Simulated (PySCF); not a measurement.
```
atom    x (Å)    y (Å)    z (Å)
   C  -2.2000  -0.8100  -0.3919
   C  -1.9463   0.0973   0.8088
  Si  -0.1239   0.7185   0.8886
   N   0.2290   1.8170  -0.3924
   C  -0.6060   2.9504  -0.7045
  Si   1.3662  -1.0214   0.6741
   O   2.4792  -0.5578   1.7918
   O   0.7134  -2.4600   1.1448
  Si   2.3304  -1.7055  -1.3168
   H  -1.9616  -0.2909  -1.3185
   H  -3.2436  -1.1202  -0.4372
   H  -1.5817  -1.7041  -0.3379
   H  -2.2236  -0.4359   1.7203
   H  -2.6144   0.9585   0.7469
   H  -0.0785   1.5440   2.1194
   H   0.7532   1.5053  -1.1950
   H  -1.0392   3.3266   0.2190
   H  -1.4260   2.6931  -1.3856
   H  -0.0163   3.7471  -1.1626
   H   3.2091  -1.1145   2.0524
   H   0.2485  -2.5605   1.9714
   H   1.4644  -2.5630  -2.1326
   H   2.6568  -0.5531  -2.1739
   H   3.5992  -2.4410  -1.1811
```

Geometry: GFN2-xTB.

All numbers below come from PBE0/pcSseg-1, SCF density, gas phase, non-relativistic (PySCF 2.14.0).

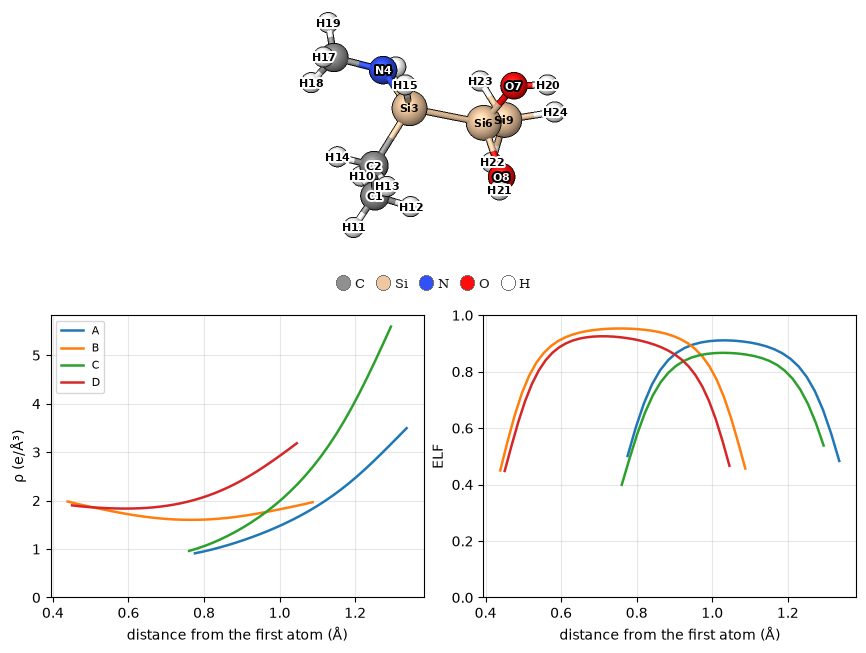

C3H15NO2Si3. Total electron density and ELF along straight lines between neighbouring atoms. The curves leave out the atomic cores. The structure is drawn too.

Q: Which curve belongs to which contact (C–C, C–N, Si–N and Si–O)? The first atom named is at distance zero.

A: Curve A: Si–N (1.72 Å): ρ is about 1.1 e/Å³ halfway; the ELF peaks at about 0.90 between the atoms (a shared but strongly polarised pair). Curve B: C–C (1.53 Å): ρ is about 1.6 e/Å³ halfway; the ELF peaks at about 0.95 between the atoms; localised, covalent bonding. Curve C: Si–O (1.64 Å): ρ at the midpoint is about 1.1 e/Å³; the ELF peaks at about 0.85 between the atoms, as expected for a polar covalent bond. Curve D: C–N (1.44 Å): ρ is about 1.9 e/Å³ halfway; the ELF peaks at about 0.95 between the atoms (a covalent bond).
